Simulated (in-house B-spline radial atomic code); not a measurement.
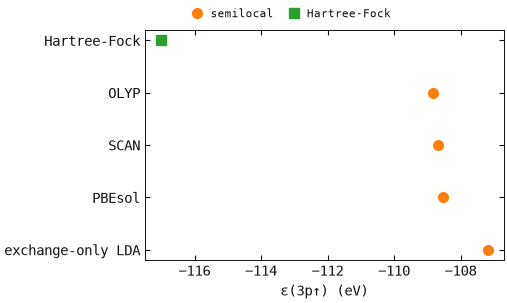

System: K⁶⁺ (Z = 19, 13 electrons), configuration [Ne] 3s2 3p1 (high spin). All runs are scalar-relativistic, spin-polarised and spherical, computed with an in-house B-spline radial code (spin-free X2C). Hartree-Fock is the average over the configuration. The plot shows the eigenvalue (eV) of the 3p up orbital by 5 methods.

### Rank the methods.

The deepest is Hartree-Fock (−117.0) and the shallowest exchange-only LDA (−107.2), a spread of 9.81 eV. In order (eV): Hartree-Fock (−117.0), OLYP (−108.8), SCAN (−108.7), PBEsol (−108.5), exchange-only LDA (−107.2). On the whole, exact exchange removes self-interaction and deepens occupied levels. The measured ionisation energy (NIST) is 117.6 eV, and minus the eigenvalue comes closest to it for Hartree-Fock.
